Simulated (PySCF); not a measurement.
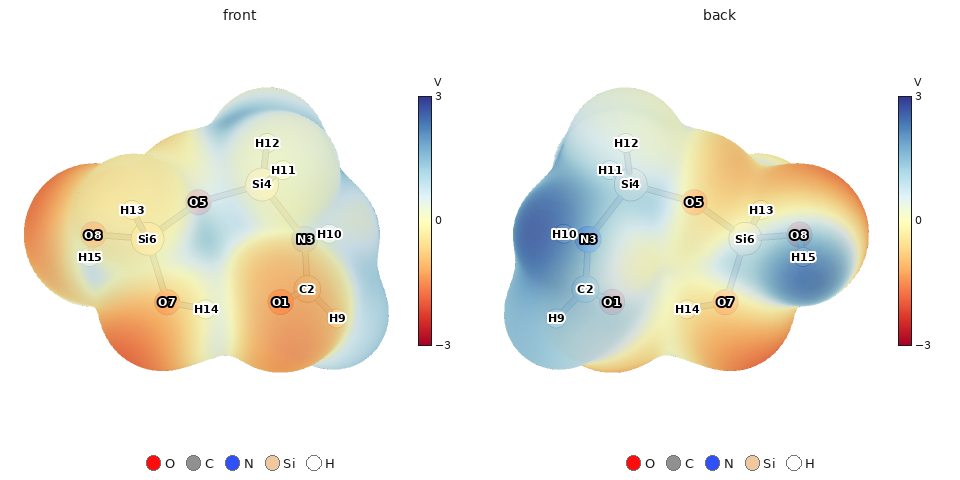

The picture shows: CH7NO4Si2 (SMILES O=CN[SiH2]O[SiH](O)O). The electrostatic potential painted on the density surface at 0.002 e/bohr³, seen from the front and from behind; the colour scale runs from red (negative) to blue (positive).

Geometry: GFN2-xTB.

All numbers below come from PBE0/pcSseg-1, SCF density, gas phase, non-relativistic in PySCF 2.14.0.

The calculation's input:

```
{"job": {"kind": "nmr", "xc": "PBE0", "basis": "pcSseg-1"}, "charge": 0, "multiplicity": 1}
O      1.482331    -1.480114     0.134630
C      2.131406    -0.589859    -0.371666
N      1.874214     0.711511    -0.222044
Si     0.548215     1.320426     0.790525
O     -0.860106     0.760655     0.304894
Si    -1.931920    -0.492097     0.158811
O     -1.166789    -1.765372    -0.456795
O     -3.138492    -0.034263    -0.805306
H      3.005609    -0.812090    -1.013349
H      2.490279     1.350254    -0.697468
H      0.850299     0.910594     2.154691
H      0.554087     2.747368     0.495335
H     -2.548484    -0.662599     1.455630
H     -0.247615    -1.916122    -0.194615
H     -3.047450    -0.040301    -1.755185
```

Launched as:

```sh
OMP_NUM_THREADS=1 python probes_run.py task.json out
```

Question: Which sites attract a positive test charge, and which a negative one?

Answer: A positive charge is drawn to the negative regions and a negative charge to the positive ones. The most negative region (about −1.7 V) lies over O7, the most positive (about +2.6 V) over H10. O7 is the likeliest acceptor of a hydrogen bond.

Question: What dipole moment does the calculation give?

Answer: Its dipole moment is 5.03 D.
